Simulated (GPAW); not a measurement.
# AlCo (Pm-3m): the Al K absorption edge, part 3 of 4

Aim: the dependence of the Al K near-edge features of AlCo (Pm-3m) on volume.

GPAW 26.7.0; X-ray absorption from dipole matrix elements to empty bands, plane-wave PAW LDA.

So far. Step 4 (Spectrum with XCH, Al atom 2): The total-energy difference is 1549.15 eV. The tabulated edge of the element is 1559 eV. The functional leaves an error in such absolute values: in the free atom LDA prices this hole 7.2 eV below PBE (computed apart), and PBE is itself good to a few eV. Step 6 (Spectrum with XCH, Al atom 2): The scaled spectrum changes by 9 % r.m.s. The highest intensity below 16 eV goes from 5.7 eV (1.95) to 6.0 eV (1.89).

**7. Reference energy of the supercell**

Level of this step: plane-wave PAW DFT, LDA, self-consistent field (GPAW).

The cell changes for the next run, so it gets a reference energy of its own.

The cell differs from the one that the last finished run ended in (a 5.524 → 5.582 Å, b 5.524 → 5.582 Å, c 5.524 → 5.582 Å).

File scf.py:

```python
import numpy as np
from ase import Atoms
from ase.parallel import parprint, paropen
from gpaw import GPAW, PW, FermiDirac, Mixer, MixerDif, setup_paths
from gpaw.test import gen
setup_paths.insert(0, '.')
gen('Al', name='nch1s', xcname='LDA', corehole=(1, 0, 0), write_xml=True)
from gpaw.mpi import world
world.barrier()

atoms = Atoms('Co8Al8',
    cell=[[5.58184488, 0, 0],
     [0, 5.58184488, 0],
     [0, 0, 5.58184488]],
    scaled_positions=[[0.25, 0.25, 0.25],
     [0.25, 0.25, 0.75],
     [0.25, 0.75, 0.25],
     [0.75, 0.25, 0.25],
     [0.25, 0.75, 0.75],
     [0.75, 0.25, 0.75],
     [0.75, 0.75, 0.25],
     [0.75, 0.75, 0.75],
     [0, 0, 0],
     [0, 0, 0.5],
     [0, 0.5, 0],
     [0.5, 0, 0],
     [0, 0.5, 0.5],
     [0.5, 0, 0.5],
     [0.5, 0.5, 0],
     [0.5, 0.5, 0.5]],
    magmoms=[3.0, 3.0, 3.0, 3.0, 3.0, 3.0, 3.0, 3.0, 0.0, 0.0, 0.0, 0.0, 0.0, 0.0, 0.0, 0.0],
    pbc=True)
atoms.calc = calc = GPAW(legacy_gpaw=True, mode=PW(430, force_complex_dtype=True), xc='LDA', setups={8: 'nch1s'},
    kpts={'size': (4, 4, 4), 'gamma': True}, occupations=FermiDirac(0.1),
    charge=0, mixer=MixerDif(0.05, 8, 50), maxiter=150,
    convergence={'density': 0.0001, 'eigenstates': 1e-6}, txt='scf.txt')
energy = atoms.get_potential_energy() + calc.get_reference_energy()
ef = calc.get_fermi_level()
out = dict(energy=energy, fermi=ef, forces=atoms.get_forces().tolist(), magmoms=atoms.get_magnetic_moments().tolist())
parprint(f'all-electron energy {energy:.4f} eV, Fermi level {ef:.4f} eV')
ev = np.array([[calc.get_eigenvalues(k, s) for k in range(len(calc.get_ibz_k_points()))] for s in range(calc.get_number_of_spins())])
out['homo'], out['lumo'], out['counts'] = ev[ev < ef].max(), ev[ev > ef].min(), sorted(set((ev < ef).sum((0, 2)).tolist()))
out['filled'] = (ev[:, 0] < ef).sum(1).tolist()
import json
with paropen('out.json', 'w') as f:
    json.dump(out, f)
```

On the command line:

```
$ OMP_NUM_THREADS=1 mpirun -n 4 gpaw python scf.py
```

Numbers of over 12 decimals in the logs are rounded to 6 here.

The log of the run:

```text
Input parameters:
  convergence: {density: 0.0001,
                eigenstates: 1e-06}
  kpts: {gamma: True,
         size: (4, 4, 4)}
  maxiter: 150
  mixer: {backend: pulay,
          beta: 0.05,
          method: difference,
          nmaxold: 8,
          weight: 50}
  mode: {ecut: 430.0,
         force_complex_dtype: True,
         name: pw}
  occupations: {fixmagmom: False,
                name: fermi-dirac,
[...]
3s(2) :    -0.287726     1.053448
*s    :     0.712274
3p(1) :    -0.102289     0.999482
*p    :     0.897711
*d    :     0.000000
--------------------------------

Diagonalizing with gridspacing h=0.050

state   all-electron     PAW
-------------------------------
3s:      -0.287726    -0.287811
3p:      -0.102289    -0.102345
*d:                    0.027274
*f:                    0.064816
-------------------------------
all-electron energy -355451.1985 eV, Fermi level 10.6306 eV
[key lines of the parts left out:]
Converged after 16 iterations.
Dipole moment: (-0.000000, -0.000000, -0.000000) |e|*Ang
Free energy:   -117.823522
Fermi level: 10.63063
```

It took 44 s on 4 MPI ranks of Arm Neoverse V2, shared host; peak memory 0.3 GiB.

Reference energy: -355451.198 eV with the cores included.

**8. Spectrum with XCH, Al atom 2**

Shorter bonds are expected to push antibonding states and scattering resonances up, and longer ones down; the cell is scaled to test that.

Changed against the first core-hole run: volume scale from 1 to 0.97.

File xas.py:

```python
import numpy as np
from ase import Atoms
from ase.parallel import parprint, paropen
from gpaw import GPAW, PW, FermiDirac, Mixer, MixerDif, setup_paths
from gpaw.test import gen
setup_paths.insert(0, '.')
gen('Al', name='fch1s', xcname='LDA', corehole=(1, 0, 1), write_xml=True)
from gpaw.mpi import world
world.barrier()

atoms = Atoms('Co8Al8',
    cell=[[5.58184488, 0, 0],
     [0, 5.58184488, 0],
     [0, 0, 5.58184488]],
    scaled_positions=[[0.25, 0.25, 0.25],
     [0.25, 0.25, 0.75],
     [0.25, 0.75, 0.25],
     [0.75, 0.25, 0.25],
     [0.25, 0.75, 0.75],
     [0.75, 0.25, 0.75],
     [0.75, 0.75, 0.25],
     [0.75, 0.75, 0.75],
     [0, 0, 0],
     [0, 0, 0.5],
     [0, 0.5, 0],
     [0.5, 0, 0],
     [0, 0.5, 0.5],
     [0.5, 0, 0.5],
     [0.5, 0.5, 0],
     [0.5, 0.5, 0.5]],
    magmoms=[3.0, 3.0, 3.0, 3.0, 3.0, 3.0, 3.0, 3.0, 0.0, 0.0, 0.0, 0.0, 0.0, 0.0, 0.0, 0.0],
    pbc=True)
atoms.calc = calc = GPAW(legacy_gpaw=True, mode=PW(430, force_complex_dtype=True), xc='LDA', setups={8: 'fch1s'},
    kpts={'size': (4, 4, 4), 'gamma': True}, occupations=FermiDirac(0.1),
    charge=-1, mixer=MixerDif(0.05, 8, 50), maxiter=150,
    convergence={'density': 0.0001, 'eigenstates': 1e-6}, txt='scf.txt')
energy = atoms.get_potential_energy() + calc.get_reference_energy()
ef = calc.get_fermi_level()
out = dict(energy=energy, fermi=ef, forces=atoms.get_forces().tolist(), magmoms=atoms.get_magnetic_moments().tolist())
parprint(f'all-electron energy {energy:.4f} eV, Fermi level {ef:.4f} eV')
ev = np.array([[calc.get_eigenvalues(k, s) for k in range(len(calc.get_ibz_k_points()))] for s in range(calc.get_number_of_spins())])
out['homo'], out['lumo'], out['counts'] = ev[ev < ef].max(), ev[ev > ef].min(), sorted(set((ev < ef).sum((0, 2)).tolist()))
out['filled'] = (ev[:, 0] < ef).sum(1).tolist()

from ase.units import Ha
from gpaw.xas import dipole_matrix_elements
nb = int(calc.get_number_of_electrons() / 2) + 146
top, nb = nb, nb + 8 + nb // 12
nscf = calc.fixed_density(kpts={'size': (6, 6, 6), 'gamma': True}, nbands=nb,
    convergence={'bands': top, 'eigenstates': 5e-3}, maxiter=60, txt='nscf.txt')
cell = atoms.cell.array
ops = [cell.T @ U.T @ np.linalg.inv(cell.T) for U in nscf.wfs.kd.symmetry.op_scc]
E = np.arange(-6, 34, 0.1)
fwhm = np.interp(E, [4, 25], [0.9, 3.5])
Y, X, zero, highest = 0, 0, 1e9, 1e9
for spin in range(nscf.get_number_of_spins()):
    wfs = nscf.wfs
    mine = wfs.bd.get_slice()  # this rank's bands
    A = dipole_matrix_elements(wfs.setups[8])
    eps = np.zeros((wfs.kd.nibzkpts, nb))
    d = np.zeros((3, A.shape[1], wfs.kd.nibzkpts, nb), complex)
    for kpt in wfs.kpt_u:
        if kpt.s == spin and 8 in kpt.P_ani:
            eps[kpt.k, mine] = kpt.eps_n * Ha
            d[:, :, kpt.k, mine] = (kpt.weight * wfs.nspins / 2) ** 0.5 * np.inner(A, kpt.P_ani[8])
    world.sum(eps)
    world.sum(d)
    T = np.einsum('amkn,bmkn->abkn', d, d.conj()).real
    T = sum(np.einsum('ai,ijkn,bj->abkn', R, T, R) for R in ops) / len(ops)
    empty = eps > ef
    zero, highest = min(zero, eps[empty].min()), min(highest, eps[:, top - 1].min())
    lines = [(eps, T, empty)] if spin == 0 else lines + [(eps, T, empty)]
for eps, T, empty in lines:
    f = np.einsum('aakn->akn', T).reshape(3, -1)
    x = eps.ravel() - zero
    w = np.interp(x, E, fwhm) / 2.35482
    g = np.exp(-0.5 * ((E[:, None] - x) / w) ** 2) / (w * (2 * np.pi) ** 0.5)
    Y = Y + (f * empty.ravel()) @ g.T
    X = X + (f * ~empty.ravel()) @ g.T
out.update(E=E.round(2).tolist(), xas=Y.tolist(), xes=X.tolist(), zero=zero, valid=highest - zero, nk=len(eps), nb=nb)
for i in range(0, len(E), 10):
    parprint(f'{E[i]:7.2f}', *(f'{v:10.3e}' for v in Y[:, i]))
import json
with paropen('out.json', 'w') as f:
    json.dump(out, f)
```

On the command line:

```
$ OMP_NUM_THREADS=1 mpirun -n 4 gpaw python xas.py
```

The log of the run:

```text
Input parameters:
  charge: -1
  convergence: {density: 0.0001,
                eigenstates: 1e-06}
  kpts: {gamma: True,
         size: (4, 4, 4)}
  maxiter: 150
  mixer: {backend: pulay,
          beta: 0.05,
          method: difference,
          nmaxold: 8,
          weight: 50}
  mode: {ecut: 430.0,
         force_complex_dtype: True,
         name: pw}
  occupations: {fixmagmom: False,
[...]
3s:      -0.683483    -0.683641
3p:      -0.437761    -0.437937
*d:                   -0.137096
*f:                   -0.021062
-------------------------------
all-electron energy -353902.1311 eV, Fermi level 10.8333 eV
  -6.00  3.559e-61  3.559e-61  3.559e-61
  -5.00  1.008e-44  1.008e-44  1.008e-44
  -4.00  3.222e-31  3.222e-31  3.222e-31
  -3.00  1.209e-20  1.209e-20  1.209e-20
[...]
32.00  1.387e-05  1.387e-05  1.387e-05
  33.00  1.294e-05  1.294e-05  1.294e-05
[key lines of the parts left out:]
Converged after 17 iterations.
Dipole moment: (0.000000, 0.000000, -0.000000) |e|*Ang
Free energy:   -141.820899
Fermi level: 10.83333
```

It took 4.9 min on 4 MPI ranks; peak memory 0.59 GiB.

```
E (eV)  first run  this run
  -2.0       0.00      0.00
  -1.0       0.00      0.00
   0.0       0.32      0.32
   1.0       0.61      0.61
   2.0       0.35      0.37
   3.0       0.54      0.49
   4.0       0.96      0.88
   5.0       1.52      1.37
   6.0       1.85      1.89
   7.0       1.32      1.39
   8.0       0.93      0.95
   9.0       1.03      1.00
  10.0       1.06      1.05
  11.0       1.12      1.13
  12.0       1.06      1.11
  13.0       1.08      1.09
  14.0       1.08      1.10
  15.0       1.03      1.04
  16.0       1.02      1.01
  17.0       0.98      0.99
  18.0       0.93      0.95
  19.0       0.87      0.90
  20.0       0.77      0.82
  21.0       0.66      0.72
  22.0       0.56      0.61
  23.0       0.47      0.51
  24.0       0.45      0.45
  25.0       0.47      0.44
  26.0       0.54      0.49
  27.0       0.64      0.58
  28.0       0.73      0.68
  29.0       0.81      0.77
  30.0       0.89      0.86
  31.0       0.93      0.92
```

Against the first run the r.m.s. difference is 5 %. The highest intensity below 16 eV goes from 5.7 eV (1.95) to 5.9 eV (1.91).

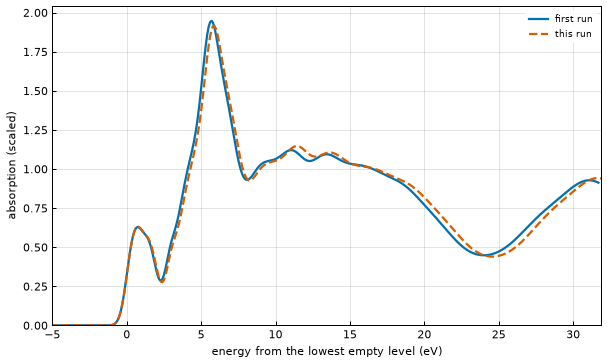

The effect of the change (volume scale from 1 to 0.97).

The photon energy of the zero moves by -0.08 eV.

**9. Supercell without a hole, the energy reference**

The cell changes for the next run, so it gets a reference energy of its own.

The cell differs from the one that the last finished run ended in (a 5.582 → 5.695 Å, b 5.582 → 5.695 Å, c 5.582 → 5.695 Å).

scf.py: that of step 7 with these lines changed.

```diff
@@ -11,5 +11,5 @@
 atoms = Atoms('Co8Al8',
-    cell=[[5.58184488, 0, 0],
-     [0, 5.58184488, 0],
-     [0, 0, 5.58184488]],
+    cell=[[5.69463982, 0, 0],
+     [0, 5.69463982, 0],
+     [0, 0, 5.69463982]],
     scaled_positions=[[0.25, 0.25, 0.25],
```

On the command line:

```
$ OMP_NUM_THREADS=1 mpirun -n 4 gpaw python scf.py
```

The log of the run:

```text
Input parameters:
  convergence: {density: 0.0001,
                eigenstates: 1e-06}
  kpts: {gamma: True,
         size: (4, 4, 4)}
  maxiter: 150
  mixer: {backend: pulay,
          beta: 0.05,
          method: difference,
          nmaxold: 8,
          weight: 50}
  mode: {ecut: 430.0,
         force_complex_dtype: True,
         name: pw}
  occupations: {fixmagmom: False,
                name: fermi-dirac,
[...]
3s(2) :    -0.287726     1.053448
*s    :     0.712274
3p(1) :    -0.102289     0.999482
*p    :     0.897711
*d    :     0.000000
--------------------------------

Diagonalizing with gridspacing h=0.050

state   all-electron     PAW
-------------------------------
3s:      -0.287726    -0.287811
3p:      -0.102289    -0.102345
*d:                    0.027274
*f:                    0.064816
-------------------------------
all-electron energy -355450.9441 eV, Fermi level 9.8264 eV
[key lines of the parts left out:]
Converged after 17 iterations.
Dipole moment: (-0.000000, -0.000000, 0.000000) |e|*Ang
Free energy:   -117.580883
Fermi level: 9.82640
```

It took 45 s on 4 MPI ranks; peak memory 0.3 GiB; 3 min of CPU time.

Reference energy: -355450.944 eV with the cores included.

**10. Spectrum with XCH, Al atom 2**

Shorter bonds are expected to push antibonding states and scattering resonances up, and longer ones down; the cell is scaled to test that.

Changed against the first core-hole run: volume scale from 1 to 1.03.

xas.py: that of step 8 with these lines changed.

```diff
@@ -11,5 +11,5 @@
 atoms = Atoms('Co8Al8',
-    cell=[[5.58184488, 0, 0],
-     [0, 5.58184488, 0],
-     [0, 0, 5.58184488]],
+    cell=[[5.69463982, 0, 0],
+     [0, 5.69463982, 0],
+     [0, 0, 5.69463982]],
     scaled_positions=[[0.25, 0.25, 0.25],
@@ -46,3 +46,3 @@
 from gpaw.xas import dipole_matrix_elements
-nb = int(calc.get_number_of_electrons() / 2) + 146
+nb = int(calc.get_number_of_electrons() / 2) + 153
 top, nb = nb, nb + 8 + nb // 12
```

On the command line:

```
$ OMP_NUM_THREADS=1 mpirun -n 4 gpaw python xas.py
```

The log of the run:

```text
Input parameters:
  charge: -1
  convergence: {density: 0.0001,
                eigenstates: 1e-06}
  kpts: {gamma: True,
         size: (4, 4, 4)}
  maxiter: 150
  mixer: {backend: pulay,
          beta: 0.05,
          method: difference,
          nmaxold: 8,
          weight: 50}
  mode: {ecut: 430.0,
         force_complex_dtype: True,
         name: pw}
  occupations: {fixmagmom: False,
[...]
3s:      -0.683483    -0.683641
3p:      -0.437761    -0.437937
*d:                   -0.137096
*f:                   -0.021062
-------------------------------
all-electron energy -353901.7146 eV, Fermi level 10.0135 eV
  -6.00  3.481e-61  3.481e-61  3.481e-61
  -5.00  9.988e-45  9.988e-45  9.988e-45
  -4.00  3.240e-31  3.240e-31  3.240e-31
  -3.00  1.233e-20  1.233e-20  1.233e-20
[...]
32.00  1.279e-05  1.279e-05  1.279e-05
  33.00  1.211e-05  1.211e-05  1.211e-05
[key lines of the parts left out:]
Converged after 16 iterations.
Dipole moment: (0.000000, -0.000000, 0.000000) |e|*Ang
Free energy:   -141.418662
Fermi level: 10.01353
```

Elapsed: 5.1 min, on 4 MPI ranks; peak memory 0.62 GiB; 20 min of CPU time.

```
E (eV)  first run  this run
  -2.0       0.00      0.00
  -1.0       0.00      0.00
   0.0       0.32      0.32
   1.0       0.61      0.61
   2.0       0.35      0.33
   3.0       0.54      0.58
   4.0       0.96      1.03
   5.0       1.52      1.67
   6.0       1.85      1.79
   7.0       1.32      1.24
   8.0       0.93      0.94
   9.0       1.03      1.05
  10.0       1.06      1.07
  11.0       1.12      1.09
  12.0       1.06      1.03
  13.0       1.08      1.08
  14.0       1.08      1.06
  15.0       1.03      1.04
  16.0       1.02      1.01
  17.0       0.98      0.97
  18.0       0.93      0.92
  19.0       0.87      0.83
  20.0       0.77      0.72
  21.0       0.66      0.61
  22.0       0.56      0.51
  23.0       0.47      0.46
  24.0       0.45      0.46
  25.0       0.47      0.51
  26.0       0.54      0.59
  27.0       0.64      0.68
  28.0       0.73      0.76
  29.0       0.81      0.84
  30.0       0.89      0.90
  31.0       0.93      0.91
```

Against the first run the r.m.s. difference is 4 %. The highest intensity below 16 eV goes from 5.7 eV (1.95) to 5.5 eV (1.98).

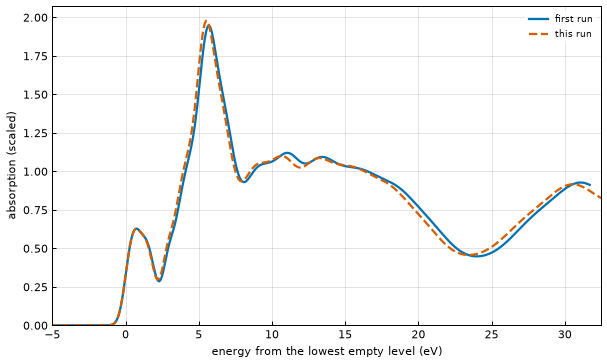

The effect of the change (volume scale from 1 to 1.03).

The photon energy of the zero moves by +0.08 eV.

**11. Supercell without a hole, the energy reference**

The cell changes for the next run, so it gets a reference energy of its own.

The cell differs from the one that the last finished run ended in (a 5.695 → 5.749 Å, b 5.695 → 5.749 Å, c 5.695 → 5.749 Å).

scf.py: that of step 9 with these lines changed.

```diff
@@ -11,5 +11,5 @@
 atoms = Atoms('Co8Al8',
-    cell=[[5.69463982, 0, 0],
-     [0, 5.69463982, 0],
-     [0, 0, 5.69463982]],
+    cell=[[5.74939933, 0, 0],
+     [0, 5.74939933, 0],
+     [0, 0, 5.74939933]],
     scaled_positions=[[0.25, 0.25, 0.25],
```

On the command line:

```
$ OMP_NUM_THREADS=1 mpirun -n 4 gpaw python scf.py
```

The log of the run:

```text
Input parameters:
  convergence: {density: 0.0001,
                eigenstates: 1e-06}
  kpts: {gamma: True,
         size: (4, 4, 4)}
  maxiter: 150
  mixer: {backend: pulay,
          beta: 0.05,
          method: difference,
          nmaxold: 8,
          weight: 50}
  mode: {ecut: 430.0,
         force_complex_dtype: True,
         name: pw}
  occupations: {fixmagmom: False,
                name: fermi-dirac,
[...]
3s(2) :    -0.287726     1.053448
*s    :     0.712274
3p(1) :    -0.102289     0.999482
*p    :     0.897711
*d    :     0.000000
--------------------------------

Diagonalizing with gridspacing h=0.050

state   all-electron     PAW
-------------------------------
3s:      -0.287726    -0.287811
3p:      -0.102289    -0.102345
*d:                    0.027274
*f:                    0.064816
-------------------------------
all-electron energy -355450.5414 eV, Fermi level 9.4581 eV
[key lines of the parts left out:]
Converged after 15 iterations.
Dipole moment: (-0.000000, -0.000000, -0.000000) |e|*Ang
Free energy:   -117.184193
Fermi level: 9.45814
```

It took 41 s on 4 MPI ranks; peak memory 0.31 GiB.

Reference energy: -355450.541 eV with the cores included.

[end of part 3 of 4]

[Banner, clock and machine lines of the logs are left out without a mark of their own.]

[Logs are printed without paths, hosts, clocks, repeated set-up lines and the standing remarks that a program may print on its own settings, such as how far it seeks lower states.]

[Hosts, paths, dates, database ids (printed as entryN), source tags and the programs' standing remarks are cut or masked in the printed files.]

[Lists of maxima count a maximum above −3 eV only where it reaches 4 % of the highest in the window and stands out from its surroundings by 2 % of it (1.5 % where it reaches 55 %); shoulders and weaker maxima are passed over, and of the rest the first, up to two pre-edge ones and the few strongest are named.]
